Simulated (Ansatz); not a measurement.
**KZr, from a guessed structure to a relaxed one**

Starting from a made-up structure for KZr, the aim is the relaxed cell, its shortest contacts and, where a second run follows, its electronic structure.

Calculated with Ansatz 0.2.0; DFT, PBE, plane-wave PAW, files of the set soft_1, scalar-relativistic, no spin, cell and ions relaxed at zero pressure; PAW set soft_1, in the first sound run; inputs show where later runs differ.

**1. The starting structure**

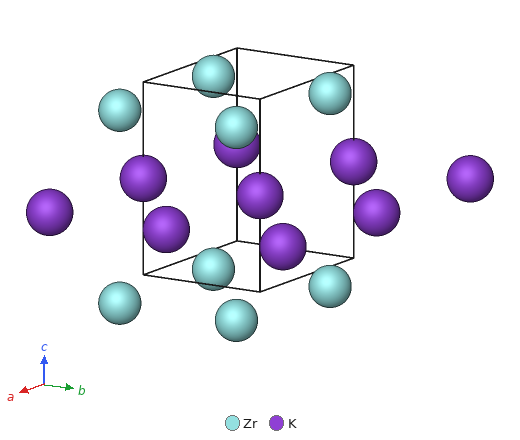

The starting structure, seen from a free direction (zirconium light teal, potassium purple). 2×2×1 cells are drawn. Some periodic images of atoms are drawn too.

**2. Relaxing cell and atoms**

The guessed cell has no reason to be at equilibrium. It is relaxed with the atoms, within the space group of the guess.

Input file input.yaml:

```yaml
crystal:
  lattice:
    - [3.901, 0.0, 0.0]
    - [-1.9505, 3.3783651, 0.0]
    - [0.0, 0.0, 6.713]
  atoms:
    - { symbol: Zr, position: [0.666666667, 0.333333333, 0.0] }
    - { symbol: K, position: [0.0, 0.0, 0.5] }
kpoints:
  mp_grid: { grid: [8, 8, 4] }
scf:
  occupations: { method: fermi_dirac, width: 0.05 }
hamiltonian:
  xc: pbe
  pseudopotentials: { kind: paw, azcp: { folder: soft_1 } }
relax:
  f_tol: 0.015
  max_steps: 70
  cell: {}
output:
  forces: true
  stress: true
```

Started as:

```bash
> ansatz run input.yaml --threads 4 --pin off --max-ram 8192MiB --backend cpu --events-out ev --progress --plain --runs-dir out
```

Numbers of over 12 decimals in the logs are rounded to 6 here.

Output:

```text
Engine: ansatz 0.2.0, aarch64-unknown-linux-gnu
Pseudopotentials: kind: paw
Pseudopotential: Zr, paw, valence charge 12, recommended cutoff 420 eV (normal), soft_1/Zr.paw.azcp
Pseudopotential: K, paw, valence charge 9, recommended cutoff 420 eV (normal), soft_1/K.paw.azcp
Functional definition: PBE
  parameter kappa = 0.804
  parameter beta = 0.066725
  exchange = pbe_x(kappa = kappa, mu = beta*pi^2/3)
  correlation = pbe_c(beta = beta)
Crystal: 2 atoms, lattice volume = 88.471 Å³
Basis set: ecut = 420 eV, 1727 PW (Γ), exchange–correlation on 54×54×90 points (8 copies of the dense FFT grid, shifted against one another)
Bands: 15, of which v1, the nominal top of the filled ones, is band 11 counted from 1 (10 counted from 0)
Symmetry: 12 space group operations
Space group: P-6m2 (ITA 187), of the structure as read, at distance tolerance 4.5e-5 Å
k-points: 30 of 256 (time reversal used)
Non-local potential: Zr, projectors of the file, l = 0: 3, l = 1: 2, l = 2: 2, l = 3: 1
Non-local potential: K, projectors of the file, l = 0: 3, l = 1: 2, l = 2: 2
PAW form: soft (Blöchl's): semilocal exchange-correlation on the pseudo side does not see the compensation charge
PAW one-centre angular grid: Zr, 590 points (default); XC on 64 Gauss nodes
PAW one-centre angular grid: K, 110 points (default); XC on 64 Gauss nodes
Initial density: superposition of atomic densities (chi_scale 0.1, normalization cell, long waves kept (reshape's long-wave potential 0.01 eV rms))
Initial wavefunctions: pseudopotential atomic-orbital guess
Functional: x = pbe(κ = 0.804, μ = 0.219515), c = pbe(β = 0.066725)
SCF iter   1: F=—  HF=-5719.266915 eV  |F-HF|=—  |Δ(HF+E_count)|=         —  Δρ=2.51e-2  dr2=1.53e0  ethr=3.10e-3  ⟨swp⟩=6.0  Hψ=2493  notcnv=0
preconditioner: auto → Kerker (q_TF=auto, 2.147 Å⁻¹)  [metal: Δε(μ)=0.011 eV  Ē_g=2.277 eV  σ=0.050 eV  W_gap=0.05  n_scr=22 (ndim 8)  ℏωp=8.8 eV  f_vac=0.000  D(μ)=5.48/eV (n_scr^D=42)]
SCF iter   2: F=—  HF=-5718.964220 eV  |F-HF|=—  |Δ(HF+E_count)|=   3.03e-1  Δρ=9.72e-3  dr2=2.10e-1  ethr=3.10e-3  ⟨swp⟩=2.2  Hψ=903  notcnv=0
SCF iter   3: F=—  HF=-5718.932099 eV  |F-HF|=—  |Δ(HF+E_count)|=   3.21e-2  Δρ=3.03e-3  dr2=1.04e-2  ethr=1.00e-3  ⟨swp⟩=2.1  Hψ=646  notcnv=0
SCF iter   4: F=—  HF=-5718.934390 eV  |F-HF|=—  |Δ(HF+E_count)|=   2.29e-3  Δρ=9.52e-4  dr2=1.88e-3  ethr=4.96e-5  ⟨swp⟩=2.3  Hψ=795  notcnv=0
SCF iter   5: F=—  HF=-5718.934447 eV  |F-HF|=—  |Δ(HF+E_count)|=   5.62e-5  Δρ=3.49e-4  dr2=2.74e-4  ethr=8.93e-6  ⟨swp⟩=1.8  Hψ=477  notcnv=0
SCF iter   6: F=—  HF=-5718.934459 eV  |F-HF|=—  |Δ(HF+E_count)|=   1.29e-5  Δρ=1.37e-4  dr2=7.91e-5  ethr=1.31e-6  ⟨swp⟩=1.8  Hψ=512  notcnv=0
SCF iter   7: F=—  HF=-5718.934471 eV  |F-HF|=—  |Δ(HF+E_count)|=   1.16e-5  Δρ=4.39e-5  dr2=2.82e-6  ethr=3.77e-7  ⟨swp⟩=2.0  Hψ=515  notcnv=0
SCF iter   8: F=—  HF=-5718.934471 eV  |F-HF|=—  |Δ(HF+E_count)|=   4.02e-7  Δρ=1.66e-5  dr2=4.41e-7  ethr=1.34e-8  ⟨swp⟩=2.5  Hψ=602  notcnv=0
SCF iter   9: F=-5718.934471 eV  HF=-5718.934472 eV  |F-HF|=3.93e-9  |Δ(HF+E_count)|=   5.01e-8  Δρ=4.19e-6  dr2=1.91e-8  ethr=4.76e-10  ⟨swp⟩=4.2  Hψ=1511  notcnv=0
SCF 1 converged in 9 iterations: F = -5718.934471 eV  dr2 = 1.91e-8
  greatest PAW one-centre occupation: 0.996 electrons in one spin orbital (limit 2), on the Zr atom at site 0 (counted from 0), in its partial waves of l = 0
relax step   1: F+E_penalty+E_count = -5718.93447150 eV  Δ(F+E_penalty+E_count) = +0.000e0 eV  max|allowed force component| = 3.701e-17 eV/Å  Δτ_max = 0.0000 Å  P = -5.206 GPa  Ω = 88.471 Å³  (9 SCF iters, dr2 threshold 1.00e-7 eV, accepted)
Crystal: 2 atoms, lattice volume = 80.270 Å³
Basis set: ecut = 420 eV, 1559 PW (Γ), exchange–correlation on 54×54×90 points (8 copies of the dense FFT grid, shifted against one another)
Initial density: handed on by an earlier stage of this run
Initial wavefunctions: those handed on with the density
iter 1 solved again at ethr=1.05e-4 eV; its pass at ethr=3.10e-3 eV (dr2=2.21e-2 eV) is discarded
SCF iter   1: F=—  HF=-5719.330993 eV  |F-HF|=—  |Δ(HF+E_count)|=         —  Δρ=3.44e-3  dr2=2.23e-2  ethr=1.05e-4  ⟨swp⟩=1.0  Hψ=3237  notcnv=0
preconditioner: auto → Kerker (q_TF=auto, 2.182 Å⁻¹)  [metal: Δε(μ)=0.024 eV  Ē_g=2.334 eV  σ=0.050 eV  W_gap=0.12  n_scr=22 (ndim 8)  ℏωp=9.3 eV  f_vac=0.000  D(μ)=4.74/eV (n_scr^D=36)]
SCF iter   2: F=—  HF=-5719.327580 eV  |F-HF|=—  |Δ(HF+E_count)|=   3.41e-3  Δρ=1.60e-3  dr2=7.13e-3  ethr=1.05e-4  ⟨swp⟩=1.0  Hψ=450  notcnv=0
SCF iter   3: F=—  HF=-5719.326379 eV  |F-HF|=—  |Δ(HF+E_count)|=   1.20e-3  Δρ=5.10e-4  dr2=8.08e-4  ethr=3.39e-5  ⟨swp⟩=1.1  Hψ=462  notcnv=0
SCF iter   4: F=—  HF=-5719.326207 eV  |F-HF|=—  |Δ(HF+E_count)|=   1.72e-4  Δρ=2.21e-4  dr2=1.44e-4  ethr=3.85e-6  ⟨swp⟩=2.0  Hψ=737  notcnv=0
SCF iter   5: F=—  HF=-5719.326211 eV  |F-HF|=—  |Δ(HF+E_count)|=   4.62e-6  Δρ=9.52e-5  dr2=1.18e-5  ethr=6.85e-7  ⟨swp⟩=2.0  Hψ=518  notcnv=0
SCF iter   6: F=—  HF=-5719.326210 eV  |F-HF|=—  |Δ(HF+E_count)|=   1.00e-6  Δρ=2.35e-5  dr2=4.76e-7  ethr=5.64e-8  ⟨swp⟩=1.7  Hψ=604  notcnv=0
SCF iter   7: F=-5719.326211 eV  HF=-5719.326211 eV  |F-HF|=2.85e-8  |Δ(HF+E_count)|=   1.62e-7  Δρ=7.98e-6  dr2=3.70e-8  ethr=9.52e-10  ⟨swp⟩=4.0  Hψ=1531  notcnv=0
SCF 2 converged in 7 iterations: F = -5719.326211 eV  dr2 = 3.70e-8
relax step   2: F+E_penalty+E_count = -5719.32621057 eV  Δ(F+E_penalty+E_count) = -3.917e-1 eV  max|allowed force component| = 5.782e-18 eV/Å  Δτ_max = 0.0000 Å  P = -4.799 GPa  Ω = 80.270 Å³  energy of the carried Pulay correction = +1.176e-4 eV  (7 SCF iters, dr2 threshold 2.00e-7 eV, accepted)
Crystal: 2 atoms, lattice volume = 72.490 Å³
Basis set: ecut = 420 eV, 1385 PW (Γ), exchange–correlation on 54×54×90 points (8 copies of the dense FFT grid, shifted against one another)
iter 1 solved again at ethr=1.06e-4 eV; its pass at ethr=3.10e-3 eV (dr2=2.23e-2 eV) is discarded
SCF iter   1: F=—  HF=-5719.669084 eV  |F-HF|=—  |Δ(HF+E_count)|=         —  Δρ=2.85e-3  dr2=2.26e-2  ethr=1.06e-4  ⟨swp⟩=1.5  Hψ=3222  notcnv=0
preconditioner: auto → Kerker (q_TF=auto, 2.219 Å⁻¹)  [metal: Δε(μ)=0.042 eV  Ē_g=2.609 eV  σ=0.050 eV  W_gap=0.21  n_scr=10 (ndim 8)  ℏωp=9.8 eV  f_vac=0.000  D(μ)=3.64/eV (n_scr^D=36)]
SCF iter   2: F=—  HF=-5719.666321 eV  |F-HF|=—  |Δ(HF+E_count)|=   2.76e-3  Δρ=1.62e-3  dr2=9.24e-3  ethr=1.06e-4  ⟨swp⟩=1.0  Hψ=450  notcnv=0
SCF iter   3: F=—  HF=-5719.664589 eV  |F-HF|=—  |Δ(HF+E_count)|=   1.73e-3  Δρ=4.92e-4  dr2=6.75e-4  ethr=4.40e-5  ⟨swp⟩=1.6  Hψ=493  notcnv=0
SCF iter   4: F=—  HF=-5719.664424 eV  |F-HF|=—  |Δ(HF+E_count)|=   1.65e-4  Δρ=1.88e-4  dr2=5.78e-5  ethr=3.21e-6  ⟨swp⟩=2.1  Hψ=637  notcnv=0
SCF iter   5: F=—  HF=-5719.664451 eV  |F-HF|=—  |Δ(HF+E_count)|=   2.64e-5  Δρ=6.78e-5  dr2=6.93e-6  ethr=2.75e-7  ⟨swp⟩=2.2  Hψ=588  notcnv=0
SCF iter   6: F=—  HF=-5719.664450 eV  |F-HF|=—  |Δ(HF+E_count)|=   6.37e-7  Δρ=1.78e-5  dr2=2.45e-7  ethr=3.30e-8  ⟨swp⟩=2.1  Hψ=581  notcnv=0
SCF iter   7: F=-5719.664450 eV  HF=-5719.664450 eV  |F-HF|=1.26e-8  |Δ(HF+E_count)|=   1.08e-7  Δρ=5.12e-6  dr2=1.42e-8  ethr=9.52e-10  ⟨swp⟩=4.0  Hψ=1418  notcnv=0
SCF 3 converged in 7 iterations: F = -5719.664450 eV  dr2 = 1.42e-8
relax step   3: F+E_penalty+E_count = -5719.66445010 eV  Δ(F+E_penalty+E_count) = -3.382e-1 eV  max|allowed force component| = 8.095e-18 eV/Å  Δτ_max = 0.0000 Å  P = -3.693 GPa  Ω = 72.490 Å³  energy of the carried Pulay correction = +2.411e-4 eV  (7 SCF iters, dr2 threshold 2.00e-7 eV, accepted)
Crystal: 2 atoms, lattice volume = 65.475 Å³
Basis set: ecut = 420 eV, 1283 PW (Γ), exchange–correlation on 54×54×90 points (8 copies of the dense FFT grid, shifted against one another)
iter 1 solved again at ethr=1.80e-4 eV; its pass at ethr=3.10e-3 eV (dr2=3.77e-2 eV) is discarded
SCF iter   1: F=—  HF=-5719.894539 eV  |F-HF|=—  |Δ(HF+E_count)|=         —  Δρ=3.46e-3  dr2=3.84e-2  ethr=1.80e-4  ⟨swp⟩=1.0  Hψ=3192  notcnv=0
preconditioner: auto → Kerker (q_TF=auto, 2.257 Å⁻¹)  [metal: Δε(μ)=0.013 eV  Ē_g=2.881 eV  σ=0.050 eV  W_gap=0.06  n_scr=10 (ndim 8)  ℏωp=10.3 eV  f_vac=0.000  D(μ)=2.88/eV (n_scr^D=24)]
SCF iter   2: F=—  HF=-5719.890111 eV  |F-HF|=—  |Δ(HF+E_count)|=   4.43e-3  Δρ=2.06e-3  dr2=1.54e-2  ethr=1.80e-4  ⟨swp⟩=1.0  Hψ=450  notcnv=0
SCF iter   3: F=—  HF=-5719.887189 eV  |F-HF|=—  |Δ(HF+E_count)|=   2.92e-3  Δρ=6.28e-4  dr2=8.35e-4  ethr=7.33e-5  ⟨swp⟩=1.6  Hψ=478  notcnv=0
SCF iter   4: F=—  HF=-5719.886971 eV  |F-HF|=—  |Δ(HF+E_count)|=   2.18e-4  Δρ=2.41e-4  dr2=7.97e-5  ethr=3.97e-6  ⟨swp⟩=2.1  Hψ=680  notcnv=0
SCF iter   5: F=—  HF=-5719.887003 eV  |F-HF|=—  |Δ(HF+E_count)|=   3.24e-5  Δρ=8.72e-5  dr2=1.00e-5  ethr=3.80e-7  ⟨swp⟩=2.3  Hψ=619  notcnv=0
SCF iter   6: F=—  HF=-5719.887002 eV  |F-HF|=—  |Δ(HF+E_count)|=   1.21e-6  Δρ=2.31e-5  dr2=3.82e-7  ethr=4.78e-8  ⟨swp⟩=2.3  Hψ=640  notcnv=0
SCF iter   7: F=-5719.887002 eV  HF=-5719.887002 eV  |F-HF|=1.01e-8  |Δ(HF+E_count)|=   5.97e-8  Δρ=5.76e-6  dr2=2.27e-8  ethr=9.52e-10  ⟨swp⟩=4.0  Hψ=1514  notcnv=0
SCF 4 converged in 7 iterations: F = -5719.887002 eV  dr2 = 2.27e-8
relax step   4: F+E_penalty+E_count = -5719.88700182 eV  Δ(F+E_penalty+E_count) = -2.226e-1 eV  max|allowed force component| = 4.163e-17 eV/Å  Δτ_max = 0.0000 Å  P = -1.455 GPa  Ω = 65.475 Å³  energy of the carried Pulay correction = +3.622e-4 eV  (7 SCF iters, dr2 threshold 2.00e-7 eV, accepted)
Crystal: 2 atoms, lattice volume = 64.563 Å³
Basis set: ecut = 420 eV, 1295 PW (Γ), exchange–correlation on 54×54×90 points (8 copies of the dense FFT grid, shifted against one another)
iter 1 solved again at ethr=4.71e-5 eV; its pass at ethr=3.10e-3 eV (dr2=9.89e-3 eV) is discarded
SCF iter   1: F=—  HF=-5719.916628 eV  |F-HF|=—  |Δ(HF+E_count)|=         —  Δρ=2.56e-3  dr2=1.02e-2  ethr=4.71e-5  ⟨swp⟩=1.0  Hψ=3255  notcnv=0
preconditioner: auto → Kerker (q_TF=auto, 2.263 Å⁻¹)  [metal: Δε(μ)=0.016 eV  Ē_g=2.928 eV  σ=0.050 eV  W_gap=0.08  n_scr=10 (ndim 8)  ℏωp=10.3 eV  f_vac=0.000  D(μ)=2.77/eV (n_scr^D=24)]
SCF iter   2: F=—  HF=-5719.915400 eV  |F-HF|=—  |Δ(HF+E_count)|=   1.23e-3  Δρ=1.46e-3  dr2=3.10e-3  ethr=4.71e-5  ⟨swp⟩=1.0  Hψ=450  notcnv=0
SCF iter   3: F=—  HF=-5719.914989 eV  |F-HF|=—  |Δ(HF+E_count)|=   4.12e-4  Δρ=2.81e-4  dr2=6.92e-5  ethr=1.48e-5  ⟨swp⟩=1.8  Hψ=498  notcnv=0
SCF iter   4: F=—  HF=-5719.915005 eV  |F-HF|=—  |Δ(HF+E_count)|=   1.60e-5  Δρ=8.18e-5  dr2=7.51e-6  ethr=3.29e-7  ⟨swp⟩=2.2  Hψ=581  notcnv=0
SCF iter   5: F=—  HF=-5719.915005 eV  |F-HF|=—  |Δ(HF+E_count)|=   3.84e-7  Δρ=2.16e-5  dr2=5.38e-7  ethr=3.58e-8  ⟨swp⟩=2.4  Hψ=699  notcnv=0
SCF iter   6: F=-5719.915005 eV  HF=-5719.915005 eV  |F-HF|=4.35e-9  |Δ(HF+E_count)|=   4.45e-9  Δρ=6.04e-6  dr2=2.47e-8  ethr=9.52e-10  ⟨swp⟩=4.0  Hψ=1530  notcnv=0
SCF 5 converged in 6 iterations: F = -5719.915005 eV  dr2 = 2.47e-8
relax step   5: F+E_penalty+E_count = -5719.91500508 eV  Δ(F+E_penalty+E_count) = -2.800e-2 eV  max|allowed force component| = 5.782e-18 eV/Å  Δτ_max = 0.0000 Å  P = -0.545 GPa  Ω = 64.563 Å³  energy of the carried Pulay correction = +3.626e-4 eV  (6 SCF iters, dr2 threshold 2.00e-7 eV, accepted)
Crystal: 2 atoms, lattice volume = 62.672 Å³
Basis set: ecut = 420 eV, 1247 PW (Γ), exchange–correlation on 54×54×90 points (8 copies of the dense FFT grid, shifted against one another)
iter 1 solved again at ethr=9.83e-6 eV; its pass at ethr=3.10e-3 eV (dr2=2.06e-3 eV) is discarded
SCF iter   1: F=—  HF=-5719.924807 eV  |F-HF|=—  |Δ(HF+E_count)|=         —  Δρ=9.78e-4  dr2=2.13e-3  ethr=9.83e-6  ⟨swp⟩=2.1  Hψ=3177  notcnv=0
preconditioner: auto → Kerker (q_TF=auto, 2.274 Å⁻¹)  [metal: Δε(μ)=0.045 eV  Ē_g=2.961 eV  σ=0.050 eV  W_gap=0.21  n_scr=10 (ndim 8)  ℏωp=10.5 eV  f_vac=0.000  D(μ)=2.93/eV (n_scr^D=36)]
SCF iter   2: F=—  HF=-5719.924667 eV  |F-HF|=—  |Δ(HF+E_count)|=   1.40e-4  Δρ=6.41e-4  dr2=1.01e-3  ethr=9.83e-6  ⟨swp⟩=1.0  Hψ=450  notcnv=0
SCF iter   3: F=—  HF=-5719.924511 eV  |F-HF|=—  |Δ(HF+E_count)|=   1.56e-4  Δρ=1.56e-4  dr2=5.87e-5  ethr=4.79e-6  ⟨swp⟩=1.7  Hψ=472  notcnv=0
SCF iter   4: F=—  HF=-5719.924547 eV  |F-HF|=—  |Δ(HF+E_count)|=   3.63e-5  Δρ=6.73e-5  dr2=4.44e-6  ethr=2.80e-7  ⟨swp⟩=1.7  Hψ=499  notcnv=0
SCF iter   5: F=—  HF=-5719.924547 eV  |F-HF|=—  |Δ(HF+E_count)|=   1.20e-7  Δρ=1.88e-5  dr2=3.23e-7  ethr=2.11e-8  ⟨swp⟩=2.5  Hψ=736  notcnv=0
SCF iter   6: F=-5719.924547 eV  HF=-5719.924547 eV  |F-HF|=1.97e-9  |Δ(HF+E_count)|=   6.73e-8  Δρ=4.52e-6  dr2=2.38e-8  ethr=9.52e-10  ⟨swp⟩=4.0  Hψ=1435  notcnv=0
SCF 6 converged in 6 iterations: F = -5719.924547 eV  dr2 = 2.38e-8
relax step   6: F+E_penalty+E_count = -5719.92454743 eV  Δ(F+E_penalty+E_count) = -9.542e-3 eV  max|allowed force component| = 1.330e-17 eV/Å  Δτ_max = 0.0000 Å  P = +0.112 GPa  Ω = 62.672 Å³  energy of the carried Pulay correction = +4.099e-4 eV  (6 SCF iters, dr2 threshold 2.00e-7 eV, accepted)
Crystal: 2 atoms, lattice volume = 62.956 Å³
Basis set: ecut = 420 eV, 1259 PW (Γ), exchange–correlation on 54×54×90 points (8 copies of the dense FFT grid, shifted against one another)
iter 1 solved again at ethr=4.55e-7 eV; its pass at ethr=3.10e-3 eV (dr2=9.56e-5 eV) is discarded
SCF iter   1: F=—  HF=-5719.924631 eV  |F-HF|=—  |Δ(HF+E_count)|=         —  Δρ=1.28e-4  dr2=7.74e-5  ethr=4.55e-7  ⟨swp⟩=2.1  Hψ=2755  notcnv=0
preconditioner: auto → Kerker (q_TF=auto, 2.272 Å⁻¹)  [metal: Δε(μ)=0.044 eV  Ē_g=2.943 eV  σ=0.050 eV  W_gap=0.21  n_scr=10 (ndim 8)  ℏωp=10.5 eV  f_vac=0.000  D(μ)=2.97/eV (n_scr^D=36)]
SCF iter   2: F=—  HF=-5719.924676 eV  |F-HF|=—  |Δ(HF+E_count)|=   4.49e-5  Δρ=7.88e-5  dr2=2.89e-5  ethr=3.69e-7  ⟨swp⟩=1.0  Hψ=450  notcnv=0
SCF iter   3: F=—  HF=-5719.924671 eV  |F-HF|=—  |Δ(HF+E_count)|=   4.76e-6  Δρ=2.68e-5  dr2=2.63e-6  ethr=1.38e-7  ⟨swp⟩=1.2  Hψ=456  notcnv=0
SCF iter   4: F=—  HF=-5719.924670 eV  |F-HF|=—  |Δ(HF+E_count)|=   7.36e-7  Δρ=1.25e-5  dr2=1.74e-7  ethr=1.25e-8  ⟨swp⟩=2.0  Hψ=555  notcnv=0
SCF iter   5: F=-5719.924670 eV  HF=-5719.924670 eV  |F-HF|=1.80e-9  |Δ(HF+E_count)|=   4.71e-8  Δρ=4.05e-6  dr2=1.56e-8  ethr=4.89e-10  ⟨swp⟩=4.0  Hψ=1527  notcnv=0
SCF 7 converged in 5 iterations: F = -5719.924670 eV  dr2 = 1.56e-8
relax step   7: F+E_penalty+E_count = -5719.92467010 eV  Δ(F+E_penalty+E_count) = -1.227e-4 eV  max|allowed force component| = 1.041e-17 eV/Å  Δτ_max = 0.0000 Å  P = -0.014 GPa  Ω = 62.956 Å³  energy of the carried Pulay correction = +4.032e-4 eV  (5 SCF iters, dr2 threshold 1.03e-7 eV, accepted)
Basis set: ecut = 420 eV, 1259 PW (Γ), exchange–correlation on 48×48×96 points (8 copies of the dense FFT grid, shifted against one another)
Initial wavefunctions: pseudopotential atomic-orbital guess (no wavefunctions were taken with the density)
iter 1 solved again at ethr=6.95e-6 eV; its pass at ethr=3.10e-3 eV (dr2=1.46e-3 eV) is discarded
SCF iter   1: F=—  HF=-5719.924445 eV  |F-HF|=—  |Δ(HF+E_count)|=         —  Δρ=8.36e-5  dr2=5.21e-7  ethr=6.95e-6  ⟨swp⟩=2.2  Hψ=3424  notcnv=0
eigensolver tolerance schedule: the retry pair's looser diagonalisation over-reported the residual by 2799.21 of it (diagonalisation noise at an unbounded share of the residual, at the tolerance the schedule requests for it); recorded, not acted on — ethr = c·dr2/N_el stays at c = 1.0e-1
preconditioner: auto → Kerker (q_TF=auto, 2.272 Å⁻¹)  [metal: Δε(μ)=0.044 eV  Ē_g=2.944 eV  σ=0.050 eV  W_gap=0.21  n_scr=10 (ndim 8)  ℏωp=10.5 eV  f_vac=0.000  D(μ)=2.96/eV (n_scr^D=36)]
SCF iter   2: F=—  HF=-5719.924439 eV  |F-HF|=—  |Δ(HF+E_count)|=   5.89e-6  Δρ=4.22e-5  dr2=1.32e-7  ethr=2.48e-9  ⟨swp⟩=2.2  Hψ=771  notcnv=0
SCF iter   3: F=—  HF=-5719.924440 eV  |F-HF|=—  |Δ(HF+E_count)|=   4.51e-7  Δρ=6.25e-6  dr2=1.84e-8  ethr=6.30e-10  ⟨swp⟩=2.0  Hψ=726  notcnv=0
SCF iter   4: F=—  HF=-5719.924440 eV  |F-HF|=—  |Δ(HF+E_count)|=   5.36e-9  Δρ=1.39e-6  dr2=2.29e-9  ethr=8.78e-11  ⟨swp⟩=2.0  Hψ=506  notcnv=0
SCF iter   5: F=—  HF=-5719.924440 eV  |F-HF|=—  |Δ(HF+E_count)|=  6.28e-11  Δρ=3.84e-7  dr2=5.21e-10  ethr=1.09e-11  ⟨swp⟩=1.0  Hψ=450  notcnv=0
SCF iter   6: F=—  HF=-5719.924440 eV  |F-HF|=—  |Δ(HF+E_count)|=  1.06e-10  Δρ=2.09e-7  dr2=3.35e-11  ethr=2.48e-12  ⟨swp⟩=1.5  Hψ=465  notcnv=0
SCF iter   7: F=-5719.924440 eV  HF=-5719.924440 eV  |F-HF|=1.82e-12  |Δ(HF+E_count)|=  5.46e-12  Δρ=5.99e-8  dr2=1.78e-12  ethr=1.00e-12  ⟨swp⟩=5.0  Hψ=1689  notcnv=0
SCF 8 converged in 7 iterations: F = -5719.924440 eV  dr2 = 1.78e-12
  greatest PAW one-centre occupation: 0.997 electrons in one spin orbital (limit 2), on the Zr atom at site 0 (counted from 0), in its partial waves of l = 0
relax step   8: F+E_penalty+E_count = -5719.92443959 eV  Δ(F+E_penalty+E_count) = +2.305e-4 eV  max|allowed force component| = 1.388e-17 eV/Å  Δτ_max = 0.0000 Å  P = -0.014 GPa  Ω = 62.956 Å³  stress off target by 1.45e-2 GPa  SCF on the basis re-selected at this cell (its energy is not comparable with the rows above)  (7 SCF iters)
basis re-selected at this cell: Δ(F+E_penalty+E_count) = +2.305e-4 eV, ΔP = -0.001 GPa vs the last step (what re-selecting the basis moved, of the pressure what is left beyond the Pulay correction that the steps carried, after the strain that the cell walked since its last selection, with what the two solves' SCF thresholds leave and, on support functions, any second-order correction that the steps lacked; it is no measure of the basis error at this ecutwfc). The dense FFT grid was sized anew with the basis: this SCF ran on 24×24×48 points, the steps before it on 27×27×45, so part of this shift can come from that change (see relax.cell in the input reference). [rest of the remark cut]
SCF converged after 7 iterations
Free energy (F): -5719.924440 eV
Harris-Foulkes:  -5719.924440 eV  (|F-HF|=1.82e-12)
Internal energy: -5719.900073 eV  (E = F + TS)
E sigma→0 (E₀):  -5719.912257 eV
Entropy (-TS):   -0.024366 eV (-12.183 meV/atom)
Fermi energy:    8.013463 eV
--- Per-component energies (eV) ---
  E_band       = -252.855563
  E_kinetic    = 567.641502
  E_local      = -1375.564410  (includes V_loc(G=0)·N_el)
  E_nonlocal   = 88.931286
  E_hartree    = 467.669803
  E_xc         = -287.986094
  E_vxc        = -345.390348  (∫ρ·V_xc dr)
  E_paw        = -3746.142886  (= ΣΔE_a)
  E_vpaw       = -123.813201  (= ΣTr[D̂ρ^β])
  E_aug_tail   = -0.000029  (compensation charges beyond the density's cutoff)
  E_ewald      = -1434.449246
  E_smearing   = -0.024366  (= −TS)
  E_closure    = -0.000000  (closes the sum)
  Σ components = -5719.924440   (vs F -5719.924440, Δ=0.00e0)
--- Forces (eV/Å), atoms counted from 1 ---
  atom   1  Zr     0.00000000    -0.00000000    -0.00000000
  atom   2  K     -0.00000000     0.00000000     0.00000000
  max |Σ_I F_I| component: 9.25e-18 eV/Å
--- Stress (GPa, compression-positive) ---
       -0.014480       0.000000       0.000000
        0.000000      -0.014480       0.000000
        0.000000       0.000000      -0.014478
  P = ⅓ Tr σ = -0.0145 GPa (-0.145 kbar)
--- Relaxed structure (7 steps of the walk, 7 accepted, 1 SCFs on fresh bases) ---
  F+E_penalty+E_count = -5719.92443959 eV   max|allowed force component| = 1.388e-17 eV/Å   (the final SCF, on the basis selected at the relaxed cell)
  cell:  # Å, volume = 62.9564 Å³
    - [3.232179, 0, 0.0]
    - [-1.616090, 2.799149, -8.431129680654726e-18]
    - [0.0, -1.6753125215764575e-17, 6.958542]
  atoms:
    - { symbol: Zr, position: [0.666667, 0.333333, 0] }
    - { symbol: K, position: [-2.7755575615628914e-17, 1.8503717085702407e-17, 0.500000] }
```

The job ended after 6.6 s (4 threads of Arm Neoverse V2, shared host; peak memory 0.39 GiB; 24 s of CPU time).

[end of part 1 of 2]

[Logs are printed without paths, hosts, clocks, repeated set-up lines and the standing remarks that a program may print on its own settings, such as how far it seeks lower states.]

[Hosts, paths, dates, database ids (printed as entryN), source tags and the programs' standing remarks are cut or masked in the printed files.]
